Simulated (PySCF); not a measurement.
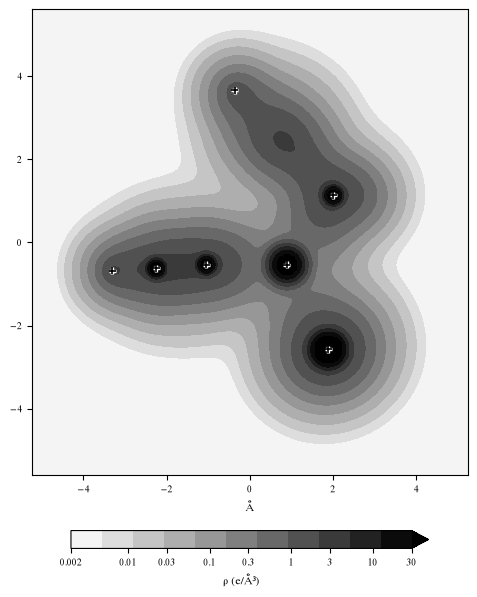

The electron density on a plane through atoms (crosses mark nuclei in the plane).

All numbers below come from wB97X-D/def2-SVPD, SCF density, gas phase in PySCF 2.14.0.

Candidates:
A. C5H6AlBr (SMILES C#[C][Al]([Br])[CH2]C=C)
B. C2H2BrGa (SMILES C#[C][GaH][Br])

Question: Which system is this?

Answer: Candidate A: C5H6AlBr on the plane of atoms Br4, Al3 and C5, which holds C, Al, Br and H. C–C (1.21 Å): ρ is about 2.7 e/Å³ halfway. C–Al (1.94 Å): ρ is about 0.71 e/Å³ halfway.
